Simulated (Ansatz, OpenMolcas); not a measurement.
**CH7BGe (SMILES C[BH][GeH3]): the vertical ionisation energy, rung by rung**

CH7BGe has 10 atoms, charge 0, and is taken as a singlet. As SMILES, `C[BH][GeH3]`. Geometry: relaxed at PBE0-D4/def2-TZVP.

Quantity: the vertical ionisation energy (to the doublet cation), in eV. The values are calculated.

```tsv
level	kind	program	value (eV)	less CCSD(T)/def2-SVP	CPU time (all runs)
HF/def2-SVP	Hartree–Fock	Ansatz	9.48	-0.56	8.7 s
PBE/def2-SVP	GGA	OpenMolcas	9.71	-0.33	2.1 min
M06-L/def2-SVP	meta-GGA	OpenMolcas	9.79	-0.25	3.2 min
BHLYP/def2-SVP	global hybrid	Ansatz	10.07	+0.03	28 s
HSE06/def2-SVP	range-separated hybrid	Ansatz	9.95	-0.09	27 s
PBE-QIDH/def2-SVP	double hybrid	Ansatz	10.17	+0.13	31 s
RPA@PBE/def2-SVP	RPA	Ansatz	10.10	+0.06	45 s
BCCD(T)/def2-SVP	coupled cluster or CI	Ansatz	10.04	0.00	3 min
CCSD(T)/def2-SVP	coupled cluster or CI	Ansatz	10.04	0.00	2.7 min
```

Differences are taken from CCSD(T)/def2-SVP for orientation; it has basis-set and higher-order errors of its own. All-electron rows without a relativistic Hamiltonian named are non-relativistic. The values span 9.48 to 10.17 eV. In the correlated wave-function rows the outer d shell of Ge is correlated, in sets not made for it. CPU times are rough (shared hosts, several kinds of processor and program).

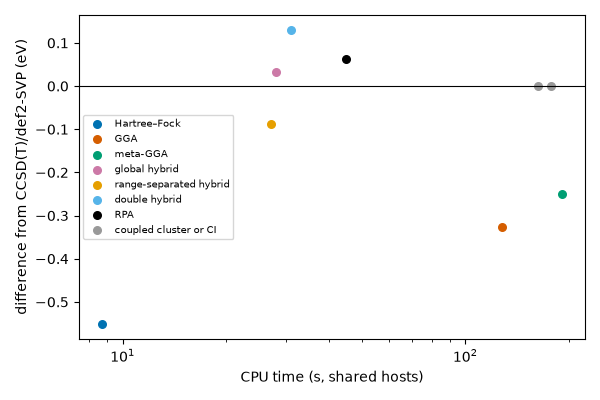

Difference from CCSD(T)/def2-SVP against processor time, one point a level.
